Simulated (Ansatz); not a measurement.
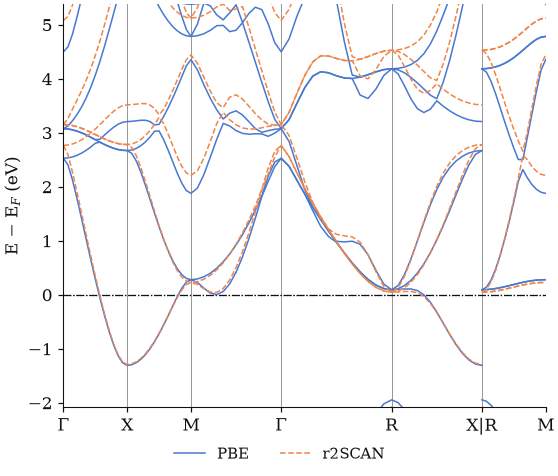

Band structures of RbCd, space group Pm-3m, 2 atoms in the cell, by two methods on the same cell. Each is counted from its own Fermi level.

### What changes from one method to the other?

Both give a metal. The 3 bands that come within 1 eV of the Fermi level differ by 0.09 eV on average and by 0.34 eV at most (between R and M).

Settings. PBE: DFT PBE, scalar-relativistic, plane waves, PAW, no spin polarisation, 12×12×12 k mesh, 420 eV cutoff (Ansatz). r2SCAN: DFT r2SCAN, scalar-relativistic, plane waves, PAW, no spin polarisation, 12×12×12 k mesh, 500 eV cutoff, Gaussian smearing of 0.1 eV (Ansatz).

The structure is an invented one, so it need not be a known or stable phase.
